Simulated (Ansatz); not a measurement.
## Electronic structure of AlB2FH4 in real space

Input

```
crystal:
  periodic: [false, false, false]
  atoms:
    - symbol: Al
      position_ang: [-0.408425, 0.554352, 0.135150]
    - symbol: B
      position_ang: [-0.089188, -1.347543, -0.536126]
    - symbol: B
      position_ang: [0.735117, -0.988205, 0.829427]
    - symbol: F
      position_ang: [-0.577351, 2.171553, -0.188437]
    - symbol: H
      position_ang: [1.251253, 0.191351, 0.864190]
    - symbol: H
      position_ang: [-0.126011, -0.409031, -1.417488]
    - symbol: H
      position_ang: [0.946633, -1.590647, 1.847750]
    - symbol: H
      position_ang: [-0.709357, -2.312461, -0.895375]
basis:
  gaussian: {orbitals: def2-TZVPD}
total_charge: 0
hamiltonian: {xc: {name: PBE0}}
output: {forces: true, orbitals: {seedname: orbitals}}
```

Run with:

```sh
ansatz run input.yaml --threads 2 --pin off --max-ram 4350MiB --events-out events.jsonl --progress --plain --runs-dir runs
```

Geometry: PBE0-D3(BJ)/def2-SVP.

Method: isolated molecule in a Gaussian basis; Kohn-Sham density functional theory, functional PBE0 in Ansatz.

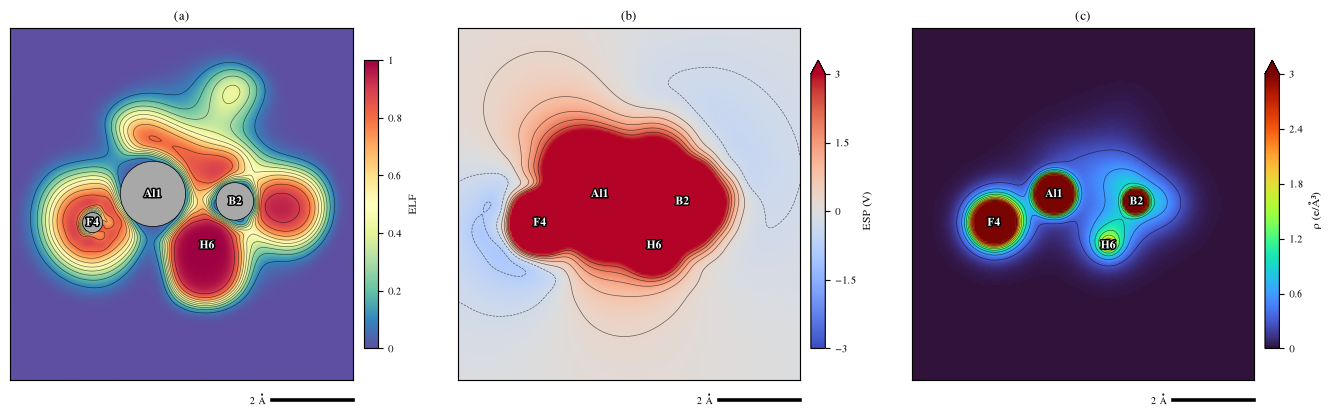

Figure 1. (a) ELF; (b) electrostatic potential; (c) total electron density on the plane of atoms F4, Al1 and H6. Grey discs cover the atomic cores in the ELF map.

> Read the bonding off the picture.

The plane passes through Al, B, F and H nuclei. Al–F (1.66 Å): ρ is about 0.91 e/Å³ halfway; the ELF peaks at about 0.85 in the valence shell of F, 0.5 Å from its nucleus, and is about 0.35 at the midpoint. Al–B (2.04 Å): ρ at the midpoint is about 0.48 e/Å³; the ELF peaks at about 0.60 in the valence shell of B, 0.9 Å from its nucleus, and is about 0.50 at the midpoint. Al–H (1.85 Å): the density is about 0.35 e/Å³ at the midpoint; the ELF climbs to about 1 towards the hydrogen. The ELF also peaks beside F4, away from the bonds: lone-pair regions. Outside the dense part of the molecule the potential is most negative (−1.0 V) near F4.

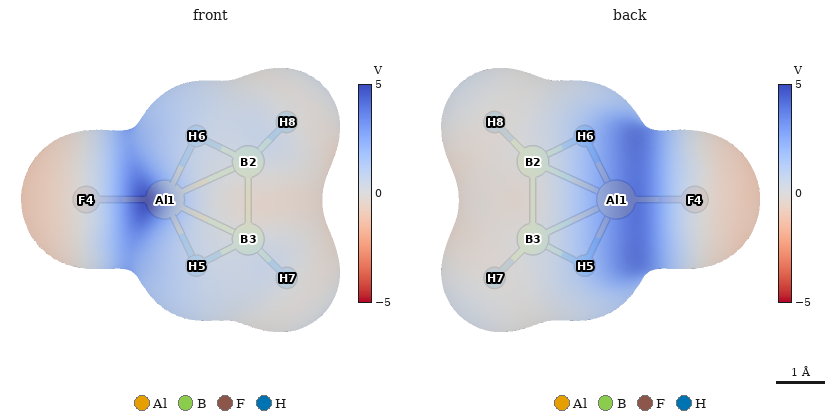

Figure 2. The molecular electrostatic potential painted on the density surface at 0.004 e/bohr³, seen from the front and from behind; red is negative and blue positive.

> Where is the surface potential most negative and most positive?

The most negative region (about −0.9 V, or −21 kcal/mol for a unit charge) lies over F4, the most positive (about +4.3 V, or +99 kcal/mol for a unit charge) over Al1.

> How polar is the molecule by this calculation?

Its dipole moment is 0.83 D.

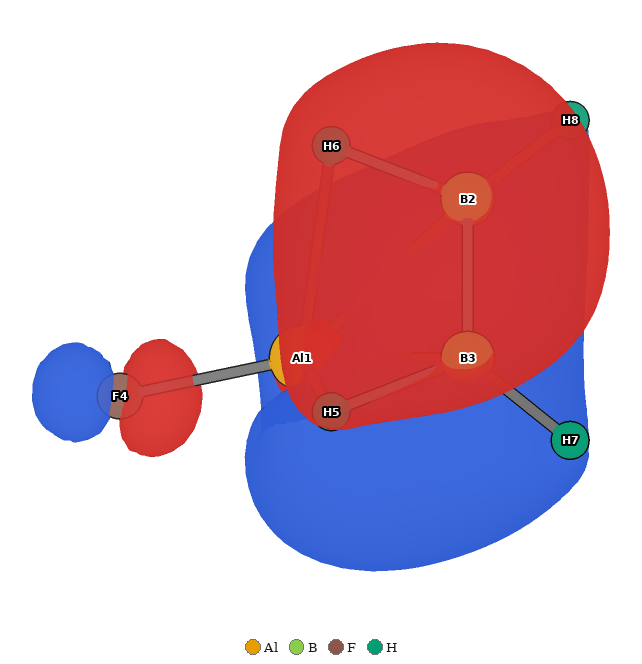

Figure 3. One frontier orbital at ±0.08 Å⁻³ᐟ² (red and blue are the two phases), seen at a tilt.

> Which orbital is it: HOMO or LUMO?

The HOMO, at −7.26 eV. It lies mainly on Al1 (about 30 %), B2 (about 30 %) and B3 (about 30 %).
